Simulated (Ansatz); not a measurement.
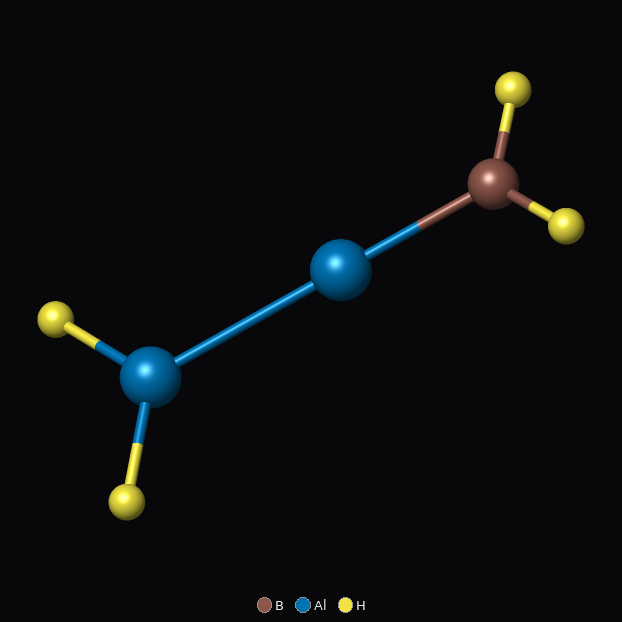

Rendered structure (ball-and-stick style).

Charge 0, doublet.

**Give the formula.**

Al₂BH₄, 7 atoms: 2 aluminium, 1 boron and 4 hydrogen.

**Count the bonded pairs by element.**

2 B–H, 2 Al–H, 1 Al–B, 1 Al–Al. Sticks follow a distance rule.

More results for the same structure follow; atom numbers are the same in all pictures, views and colours differ. The computed structure is the end point of a PBE0-D4/def2-TZVP optimisation. No frequency run is at hand to confirm it as a minimum.

**Shape**

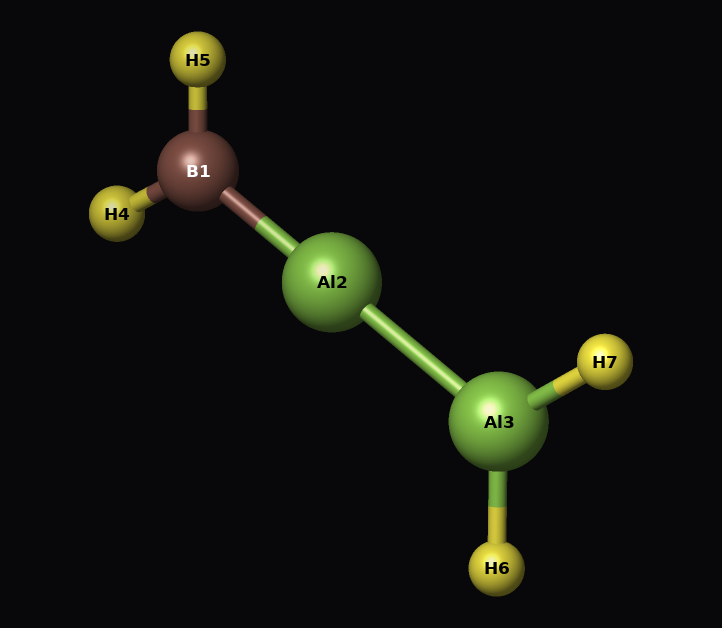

The atoms are numbered. No frequency run is at hand to confirm it as a minimum.

Estimate the angles Al2–B1–H4, H4–B1–H5, B1–Al2–Al3, Al2–Al3–H6, H6–Al3–H7.

```
     angle  degrees
 Al2–B1–H4    121.0
  H4–B1–H5    118.1
B1–Al2–Al3    180.0
Al2–Al3–H6    119.9
 H6–Al3–H7    120.2
```

**Electronic properties**

No frequency run is at hand to confirm it as a minimum. Level of theory: UKS PBE0-D4/def2-TZVPP (Ansatz 0.2.0).

**Estimate the ⟨S²⟩ of the determinant.**

0.755.

**Give the dispersion correction at this level.**

−9.3 kJ/mol.

**What is the HOMO energy (Kohn–Sham orbital)?**

−5.34 eV.

**Dipole moment**

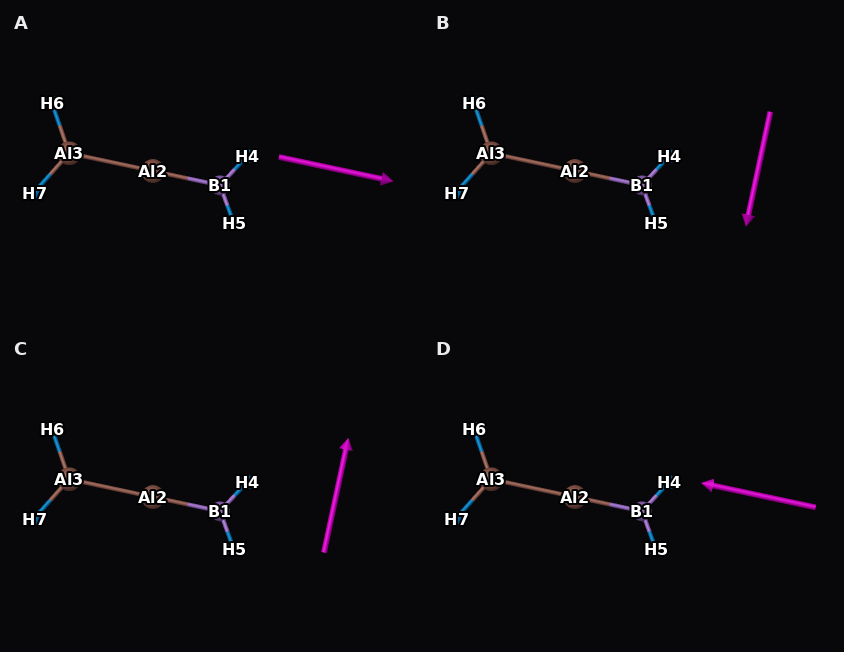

The same molecule four times, each with an arrow. No frequency run is at hand to confirm it as a minimum. Properties computed with UKS PBE0-D4/def2-TZVP (Ansatz 0.2.0).

**Which arrow points along the dipole moment, from the negative to the positive end?**

D. The dipole moment is 1.02 D; it points from the side of H4, H5 to the side of H6, H7 (the outermost atoms at the two ends).

**Charges**

The questions are on Mulliken charges. No frequency run is at hand to confirm it as a minimum. Properties computed with UKS PBE0-D4/def2-TZVP (Ansatz 0.2.0).

**Which atom carries the highest charge (most positive or least negative)?**

Al3 (0.31 e).

**And the lowest?**

B1 (−0.15 e).

List the Mulliken charges.

```csv
atom,value (e)
B1,−0.15
Al2,−0.05
Al3,0.31
H4,0.03
H5,0.03
H6,−0.09
H7,−0.09
```

Mulliken values depend strongly on the basis set and can even reverse the polarity of a bond.
